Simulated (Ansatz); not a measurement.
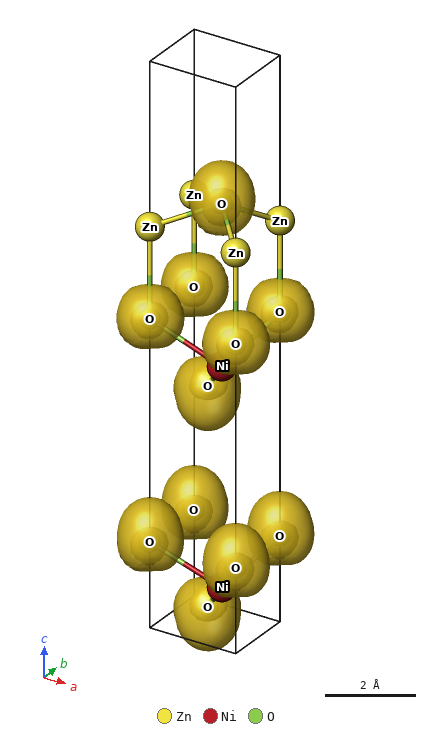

The picture shows: ZnNi$_{2}$O$_{5}$. Isosurface of the ELF at 0.75 (yellow), seen slightly off an axis. Core shells and regions of very low density are left out. Sticks mark near contacts.

Space group P3m1; a generated structure, not necessarily the stable one; spin-polarised.

Level of theory: DFT PBE, scalar-relativistic, plane waves, PAW (Ansatz).

Core electrons are frozen (PAW), and the valence fields are smoothed inside the atomic spheres.

**What do the ELF domains correspond to?**

At this value the surface marks out five regions wrapped around O (the valence shell of each), counted in one cell of 8 atoms. Any copies at cell faces, edges or corners count once. Profiles from the grid: Zn–O (1.83 Å): the ELF peaks at about 0.80 in the valence shell of O, 0.6 Å from its nucleus, and is about 0.30 at the midpoint. Ni–O (1.92 Å): the ELF peaks at about 0.85 in the valence shell of O, 0.6 Å from its nucleus, and is about 0.30 at the midpoint: no localised pair shows between them.
